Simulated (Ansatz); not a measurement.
# Work function of Cu(110): what the settings cost and change, part 2 of 2

Aim: the work function of Cu(110) across levels of theory at one geometry.

Ansatz 0.2.0; plane-wave DFT, PBE, Ansatz PAW (the session's first sound run).

So far, work function, upper face (eV): step 2 (run, setting PBE, Ansatz PAW (420 eV)) 4.32; step 5 (RPBE) 4.14; step 6 (r2SCAN) 4.30; step 7 (PBE JTH) 4.32; step 8 (PBE norm-conserving) 4.32.

**9. Slab**

This step: plane-wave DFT, LDA, norm-conserving (Ansatz 0.2.0).

The input, input.yaml:

```yaml
crystal:
  lattice:
    - [3.61, 0.0, 0.0]
    - [0.0, 2.5526554801, 0.0]
    - [0.0, 0.0, 25.6579664403]
  atoms:
    - { symbol: Cu, position: [0.0, 0.0, 0.3507682505] }
    - { symbol: Cu, position: [0.5, 0.5, 0.400512167] }
    - { symbol: Cu, position: [0.0, 0.0, 0.4502560835] }
    - { symbol: Cu, position: [0.5, 0.5, 0.5] }
    - { symbol: Cu, position: [0.0, 0.0, 0.5497439165] }
    - { symbol: Cu, position: [0.5, 0.5, 0.599487833] }
    - { symbol: Cu, position: [0.0, 0.0, 0.6492317495] }
kpoints:
  mp_grid: { grid: [11, 16, 1] }
hamiltonian:
  xc: lda
  pseudopotentials: { kind: nc }
scf:
  occupations: { method: fermi_dirac, width: 0.1 }
  convergence: { dr2_threshold: 1.0e-09 }
efield:
  axis: 3
  dipole_correction: true
  ramp_position: 0.97
  ramp_width: 0.06
output:
  write_potential: true
  write_density: true
  volumetric_format: npy
```

Run with:

```
> ansatz run input.yaml --threads 2 --pin off --max-ram 3072MiB --backend cpu --events-out ev --progress --plain --runs-dir out
```

Numbers of over 12 decimals in the logs are rounded to 6 here.

What it wrote:

```text
[...]
Crystal: 7 atoms, lattice volume = 236.440 Å³
Basis set: ecut = 1251.723767 eV, 23835 PW (Γ)
Bands: 80, of which v1, the nominal top of the filled ones, is band 67 counted from 1 (66 counted from 0)
Symmetry: 4 space group operations
k-points: 54 of 176
[...]
k-point 0: bands = [... 63 lower, 1.4054, 1.5165, 1.5505, 1.8533, 3.2355, 5.1112, 5.2539, 6.9372, ... 9 higher]
  k-point 1: bands = [... 63 lower, 1.3727, 1.4806, 1.5313, 1.8953, 3.3177, 5.3177, 5.3468, 7.0824, ... 9 higher]
  k-point 2: bands = [... 63 lower, 1.3708, 1.4134, 1.5369, 2.0125, 3.5578, 5.6173, 5.8779, 7.4129, ... 9 higher]
  k-point 53: bands = [... 63 lower, 2.7725, 2.8940, 4.4224, 4.6560, 6.3587, 6.7319, 6.8584, 6.8923, ... 9 higher]
[key lines of the parts left out:]
SCF converged after 12 iterations
Free energy (F): -36085.983481 eV
Fermi energy:    2.904055 eV
Dipole field:    D = -0.000017 V/Å  (p = -0.000022 e·Å, saw-weighted, corrected)
Work function:   Φ+ = 4.6913 eV   Φ− = 4.6909 eV
```

Wall time 2.9 min (2 threads of Intel Xeon 6975P-C (Granite Rapids), shared host); peak memory 2.9 GiB; 5.7 min of CPU time.

The work function is 4.691 eV, +0.374 eV from the run “PBE, Ansatz PAW (420 eV)”, at 4.2 times its CPU time.

**10. Slab, setting PBE, all layers relaxed**

This step: plane-wave DFT, PBE, Ansatz PAW (Ansatz 0.2.0).

input.yaml: that of step 9 with these lines changed.

```diff
@@ -16,4 +16,3 @@
 hamiltonian:
-  xc: lda
-  pseudopotentials: { kind: nc }
+  xc: pbe
 scf:
@@ -26,2 +25,5 @@
   ramp_width: 0.06
+relax:
+  f_tol: 0.01
+  max_steps: 40
 output:
```

What it wrote:

```text
[...]
Crystal: 7 atoms, lattice volume = 236.440 Å³
Basis set: ecut = 420 eV, 4649 PW (Γ), exchange–correlation on 50×36×360 points (8 copies of the dense FFT grid, shifted against one another)
Bands: 80, of which v1, the nominal top of the filled ones, is band 67 counted from 1 (66 counted from 0)
Symmetry: 4 space group operations
k-points: 54 of 176
[...]
atoms:
    - { symbol: Cu, position: [0.0, 0.0, 0.353066] }
    - { symbol: Cu, position: [0.5, 0.5, 0.398515] }
    - { symbol: Cu, position: [0.0, 0.0, 0.450333] }
    - { symbol: Cu, position: [0.5, 0.5, 0.500000] }
    - { symbol: Cu, position: [0.0, 0.0, 0.549667] }
    - { symbol: Cu, position: [0.5, 0.5, 0.601485] }
    - { symbol: Cu, position: [0.0, 0.0, 0.646934] }
[key lines of the parts left out:]
SCF converged after 12 iterations
Free energy (F): -46374.454544 eV
Fermi energy:    3.063443 eV
Dipole field:    D = 0.000000 V/Å  (p = 0.000000 e·Å, saw-weighted, corrected)
Work function:   Φ+ = 4.3462 eV   Φ− = 4.3462 eV
```

Run time: 2.3 min. Hardware: 2 threads; peak memory 1 GiB.

The relaxation took 3 steps and lowered the energy by 0.039 eV; the largest force on the free atoms ends at 0.0069 eV/Å.

The work function is 4.346 eV, +0.029 eV from the run “PBE, Ansatz PAW (420 eV)”, at 3.2 times its CPU time.

**11. The series together**

Times are for 2 threads of Intel Xeon 6975P-C (Granite Rapids), shared host. Results by setting:

```
no.                         setting  work function, upper face (eV)     time  memory (GiB)
  1        PBE, Ansatz PAW (420 eV)                           4.317     42 s           1.2
  2        LDA, Ansatz PAW (420 eV)                           4.676     52 s           1.2
  3     PBEsol, Ansatz PAW (420 eV)                           4.421     93 s           1.2
  4       RPBE, Ansatz PAW (420 eV)                           4.139     78 s           1.2
  5     r2SCAN, Ansatz PAW (500 eV)                           4.298  2.4 min           1.8
  6          PBE, JTH PAW (1350 eV)                           4.318  6.3 min           2.8
  7  PBE, norm-conserving (1252 eV)                           4.317  3.2 min           2.8
  8  LDA, norm-conserving (1252 eV)                           4.691  2.9 min           2.9
  9         PBE, all layers relaxed                           4.346  2.3 min             1
```

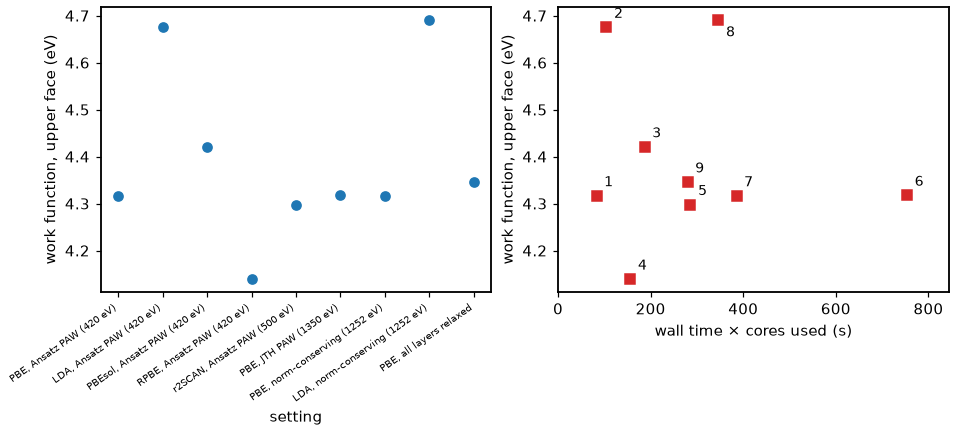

The series as plots; the last panel sets the first result against cost, with the runs numbered as in the table.

**12. The same run with other settings**

An input spoilt on purpose, to show how the run answers: it repeats the earlier run “PBE, Ansatz PAW (420 eV)” with efield.amplitude to 3.0, and scf.max_iter set to 50; its output block differs too.

input.yaml: that of step 10 with these lines changed.

```diff
@@ -20,2 +20,3 @@
   convergence: { dr2_threshold: 1.0e-09 }
+  max_iter: 50
 efield:
@@ -25,5 +26,3 @@
   ramp_width: 0.06
-relax:
-  f_tol: 0.01
-  max_steps: 40
+  amplitude: 3.0
 output:
```

What it wrote:

```text
[...]
Crystal: 7 atoms, lattice volume = 236.440 Å³
Basis set: ecut = 420 eV, 4649 PW (Γ)
Bands: 80, of which v1, the nominal top of the filled ones, is band 67 counted from 1 (66 counted from 0)
Symmetry: 4 space group operations
k-points: 54 of 176
[...]
SCF iter   1: F=—  HF=-46382.962121 eV  |F-HF|=—  |Δ(HF+E_count)|=         —  Δρ=1.44e-1  dr2=6.52e1  ethr=3.10e-3  p=1.819 e·Å  D=1.39e0 V/Å  ΔV_dip=-35.72 eV  dr2_dipole=1.35e1  V_vac-E_F(+/−)=23.58/2.29 eV  ⟨swp⟩=15.2  Hψ=27582  notcnv=0  defer=110
[...]
SCF iter  20: F=-46376.850768 eV  HF=-46376.850768 eV  |F-HF|=2.70e-9  |Δ(HF+E_count)|=   1.88e-8  Δρ=5.14e-7  dr2=8.83e-10  ethr=1.00e-12  p=1.653 e·Å  D=1.27e0 V/Å  ΔV_dip=-32.46 eV  dr2_dipole=2.70e-12  V_vac-E_F(+/−)=23.44/-0.39 eV  ⟨swp⟩=16.7  Hψ=24048  notcnv=0
WARN: efield: at this solve's end the planar-averaged density reaches 2.12e-3 e/Å³ inside the ramp window [0.9310, 0.2139] (bound 1e-5 e/Å³); the window's nearer edge stands 3.51 Å from this solve's nearest atom along the axis. Its free energy, forces, stress, dipole, levels and responses can be off, and this figure does not tell by how much. The cell may have no vacuum along `efield.axis`. A short vacuum, a low `basis.ecutwfc` or `basis.ecutrho_ratio` and negative occupations (`scf.occupations.method`) can put density there. See the manual's quickstart, § The vacuum guard
SCF 1 converged in 20 iterations: F = -46376.850768 eV  dr2 = 8.83e-10
[...]
SCF converged after 20 iterations
Free energy (F): -46376.850768 eV
[...]
Internal energy: -46376.769457 eV  (E = F + TS)
E sigma→0 (E₀):  -46376.810113 eV
Entropy (-TS):   -0.081312 eV (-11.616 meV/atom)
Fermi energy:    2.313834 eV
Dipole field:    D = 1.265075 V/Å  (p = 1.653013 e·Å, saw-weighted, corrected)
Work function:   not extracted (applied field tilts the vacuum); planar V_es + V_field profile in the machine report
[...]
Vacuum region:   at the solve's end the planar-averaged density reaches 2.12e-3 e/Å³ inside the ramp window [0.9310, 0.2139] (bound 1e-5 e/Å³)
[...]
--- Band table (eV; the first three rows and the last of 54) ---
  k-point 0: bands = [... 63 lower, 0.8231, 0.9026, 0.9709, 1.2229, 2.3613, 3.5503, 4.5671, 5.3529, ... 9 higher]
  k-point 1: bands = [... 63 lower, 0.7944, 0.8781, 0.9456, 1.2626, 2.4344, 3.6349, 4.7709, 5.4493, ... 9 higher]
  k-point 2: bands = [... 63 lower, 0.7653, 0.8165, 0.9411, 1.3807, 2.6554, 3.8843, 5.3259, 5.7290, ... 9 higher]
  k-point 53: bands = [... 63 lower, 2.1977, 2.3141, 3.8569, 4.0847, 5.8065, 6.1717, 6.3176, 6.3546, ... 9 higher]
```

The job ended after 1.8 min (2 threads; peak memory 1.2 GiB).

In so strong a field the program warns of density in the ramp of the sawtooth; these numbers are not the system's.

**13. What came out**

```yaml
work_function_pbe_ansatz_paw_420_ev: 4.317 eV
work_function_lda_ansatz_paw_420_ev: 4.676 eV
work_function_rpbe_ansatz_paw_420_ev: 4.139 eV
work_function_r2scan_ansatz_paw_500_ev: 4.298 eV
work_function_lda_norm_conserving_1252_ev: 4.691 eV
work_function_pbe_all_layers_relaxed: 4.346 eV
```

**Reading.** PBE on the default files gives 4.32 eV, and the settings tried spread the value from 4.14 to 4.69 eV. At one geometry LDA lies 0.36 eV above PBE. The choice of pseudopotentials moves the PBE value by 0.001 eV. Relaxing the layers changes it by +0.029 eV. The ladder's slabs use the tabulated experimental lattice constant (two decimals; a low-temperature value for the alkali metals).

Comparison with the measured values:

| quantity | measured | PBE, Ansatz PAW (420 eV) | LDA, Ansatz PAW (420 eV) | PBEsol, Ansatz PAW (420 eV) | RPBE, Ansatz PAW (420 eV) | r2SCAN, Ansatz PAW (500 eV) | LDA, norm-conserving (1252 eV) | PBE, all layers relaxed |
| --- | --- | --- | --- | --- | --- | --- | --- | --- |
| work function (clean (110) face, a compiled value) (eV) | 4.56 | 4.32 (-0.24 eV) | 4.68 (+0.12 eV) | 4.42 (-0.14 eV) | 4.14 (-0.42 eV) | 4.30 (-0.26 eV) | 4.69 (+0.13 eV) | 4.35 (-0.21 eV) |

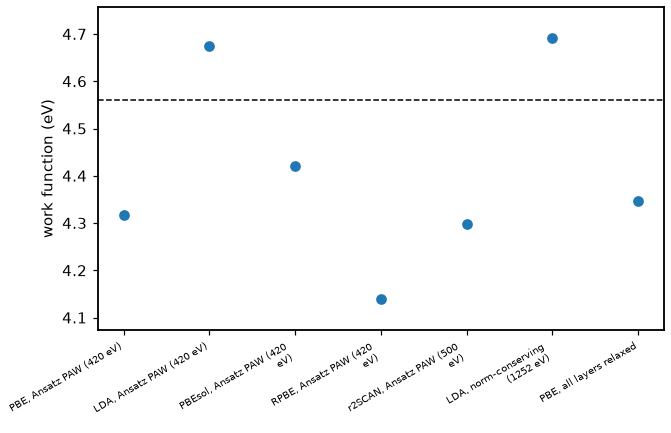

The work function by level; the dashed line is the measured value.

Measured values from arxiv:1902.07811 (2019).

Verdict: For the work function, of the levels listed nearest comes LDA, Ansatz PAW (420 eV) (+0.12 eV, good agreement) and farthest RPBE, Ansatz PAW (420 eV) (-0.42 eV, a clear miss). The grades are ours: good and fair within 3 and 7 % for the work function.

[Logs are printed without paths, hosts, clocks, repeated set-up lines and the standing remarks that a program may print on its own settings, such as how far it seeks lower states.]

[Hosts, paths, dates, database ids (printed as entryN), source tags and the programs' standing remarks are cut or masked in the printed files.]

[Maps of the electrostatic potential energy from Ansatz leave out the sawtooth potential of an applied field or a dipole correction, so their vacuum need not be flat; planar profiles and work functions include it.]
